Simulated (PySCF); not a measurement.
H2O and related structures: several calculations on one system

**1. Relaxation**

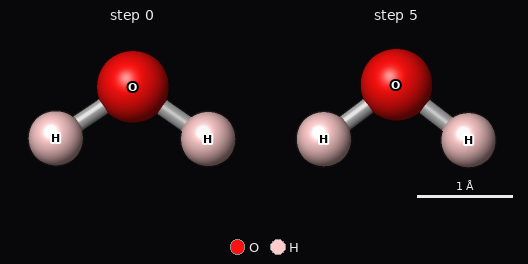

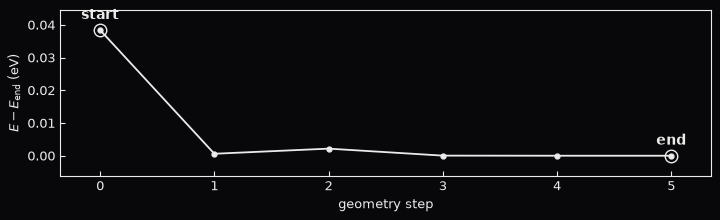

First and last geometry of a relaxation of H2O, with the history of the run. A ball-and-stick model, seen face on.

It is one of the separated products of a reaction.

All numbers below come from RKS PBE0-D4/def2-TZVP, density fitting (PySCF 2.14.0). 

Question: Read the history and describe the run.

Answer: It converged. The energy falls by 0.038 eV in 5 geometry steps. The atom that moves furthest after the best rigid fit is an H atom (0.044 Å). By element the largest moves are H 0.044 Å, O 0.023 Å. Near-neighbour distances that change, for instance: H–O 0.980 → 0.960 Å. Among the angles between lasting bonds that change: H–O–H 111.1° → 105.0°. The run took 4.2 s on 4 threads of Arm Neoverse V1, with other jobs on the host.

```csv
step,"E − E(0), eV"
0,0.0000
1,-0.0378
2,-0.0362
3,-0.0384
4,-0.0384
5,-0.0384
```

**2. Relaxation**

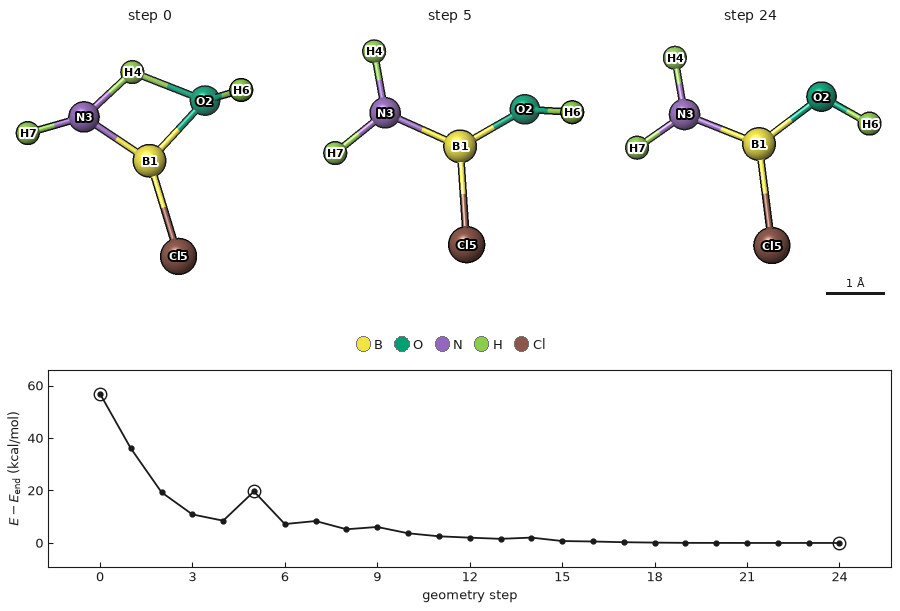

Frames of a relaxation of BNH3OCl (started from a transition state, displaced along its imaginary mode), marked on the history of the run. Style: ball-and-stick. Shown face on.

Level of theory: RKS PBE0-D4/def2-TZVP, density fitting (PySCF). 

Question: What happens along the run?

Answer: Over 24 geometry steps the energy falls by 56.9 kcal/mol. The atom that moves furthest after the best rigid fit is H4 (1.03 Å). By element the largest moves are H 1.03 Å, O 0.44 Å, B 0.34 Å, Cl 0.24 Å, N 0.08 Å. Among the contacts that change: O2–H4 1.357 → 2.635 Å, B1–H4 1.575 → 2.103 Å, N3–H4 1.159 → 1.005 Å, B1–O2 1.451 → 1.360 Å. Bond angles that change, for instance: B1–N3–H4 76.8° → 121.7°, H4–N3–H7 153.2° → 115.4°, O2–B1–N3 98.8° → 120.7°. Groups turn about B1–O2 by about 65°. The run took 3.1 min on 4 threads of Arm Neoverse V1 (shared host). From step 0 to 5: H4 moves most (1.07 Å), energy −37.3 kcal/mol. From step 5 to 24: O and H atoms move most (0.33 Å), energy −19.6 kcal/mol.

**3. Reaction**

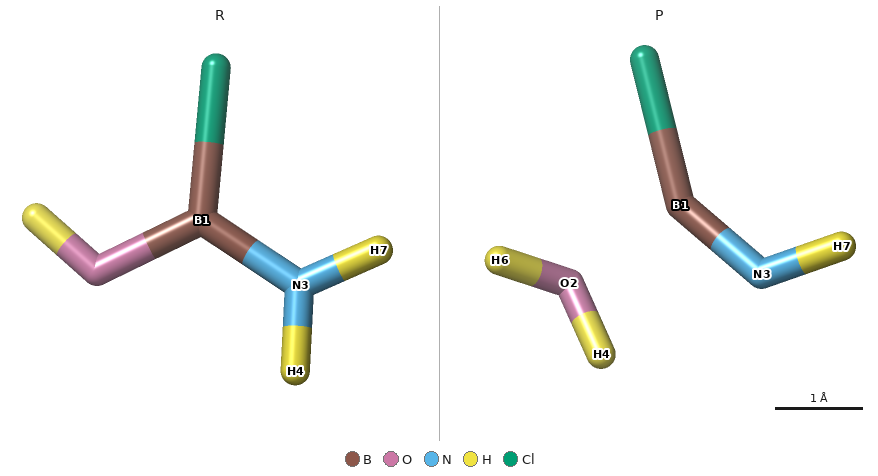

Reactant (R) and product (P) of one elementary step of BNH3OCl. The picture is a stick view, seen at a tilt.

Stationary points at PBE0-D4/def2-TZVP, single-point energies with CCSD(T)/CBS, r2SCAN-D4, SPW92 (LDA), PBE-D4, PBE0-D4, CCSD(T) (def2-TZVPP where no basis is named; PySCF 2.14.0). The energies are electronic, without zero-point or thermal terms, and both ends are the minima reached downhill from the saddle, with any fragments still in contact. CCSD(T)/CBS stands for a frozen-core estimate: MP2 correlation extrapolated from def2-TZVPP and def2-QZVPP, CCSD(T) minus MP2 from the smaller set.

R:
```xyz
7

B     0.0567    0.2858   -0.0940
O     0.9586    0.7293    0.8226
N    -0.4648   -1.0035   -0.0136
H    -0.1915   -1.6392    0.7150
Cl   -0.4725    1.3614   -1.4206
H     1.2426    1.6308    0.6622
H    -1.1291   -1.3647   -0.6717
```

P:
```xyz
7

B    -0.3227    0.1310   -0.3652
O     0.5495    0.5308    0.9242
N    -0.6117   -1.1431   -0.2488
H     0.6521   -0.3841    1.2589
Cl   -0.4863    1.5636   -1.3878
H     1.4089    0.9298    0.7337
H    -1.1897   -1.6282   -0.9152
```

**Predict the saddle point between them and the barrier.**

Counted by bonded pieces, R holds BH₃NClO and P holds BHNCl + H₂O. From R over the saddle to P, a bond forms: O2–H4 (2.64 → 1.09 → 0.98 Å). Bonds break: B1–O2 (1.36 → 1.56 → 1.61 Å), N3–H4 (1.00 → 1.53 → 2.11 Å). The saddle has one imaginary mode, 924i cm⁻¹. With CCSD(T)/CBS the barrier is 70.6 kcal/mol from R and 4.0 kcal/mol from P, and P lies 66.6 kcal/mol above R.

```
      level  barrier from R (kcal/mol)  barrier from P (kcal/mol)  P less R (kcal/mol)
CCSD(T)/CBS                       70.6                        4.0                 66.6
  r2SCAN-D4                       69.3                        2.3                 67.0
SPW92 (LDA)                       62.2                       −1.7                 63.8
     PBE-D4                       65.0                        1.0                 64.0
    PBE0-D4                       69.7                        2.2                 67.5
    CCSD(T)                       70.5                        3.9                 66.6
```

Against CCSD(T)/CBS, CCSD(T) comes closest on the barrier from R (−0.1 kcal/mol) and SPW92 (LDA) misses most (−8.4 kcal/mol).

Saddle geometry:

```xyz
7

B    -0.2791    0.2581   -0.3547
O     0.5480    0.5631    0.9331
N    -0.4945   -1.0439   -0.1723
H     0.3724   -0.5153    0.9735
Cl   -0.5653    1.6046   -1.4356
H     1.4700    0.8051    0.7798
H    -1.0514   -1.6718   -0.7239
```

The saddle point in the same view, with dashed sticks for the bonds that form or break:

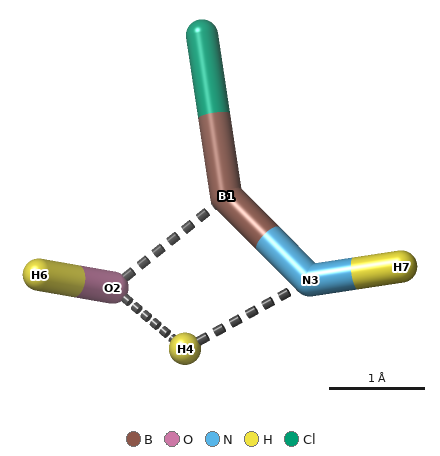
